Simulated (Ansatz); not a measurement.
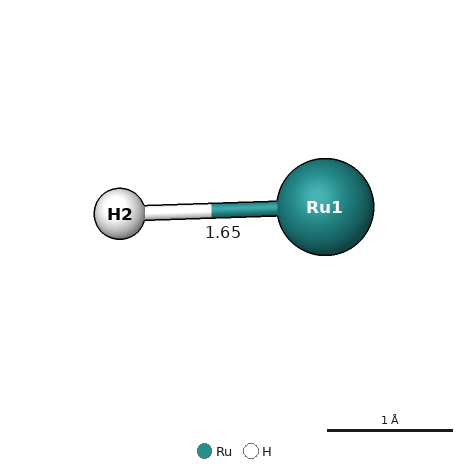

The species is neutral and a spin doublet. Geometry: a fixed input geometry, not necessarily a minimum. Other spin states may lie lower. Basis: def2-TZVPP. Computed at fixed atoms with Ansatz. R, U and RO name restricted, unrestricted and restricted open-shell orbitals; core potentials come with def2 and Stuttgart sets past Kr, some runs use density fitting (about 1 meV), and each entry rests on the lowest determinant that the runs found.

```xyz
2
charge 0, multiplicity 2
Ru    0.0000    0.0000    0.0000
H     0.0000    0.0000    1.6500
```

Give total energies (hartree) and ⟨S²⟩ of the determinant for RO-r²SCAN; U-PBE0.

```tsv
method	energy (Eh)	⟨S²⟩
U-PBE0	-95.3686	1.70
RO-r²SCAN	-95.3874	0.75
```
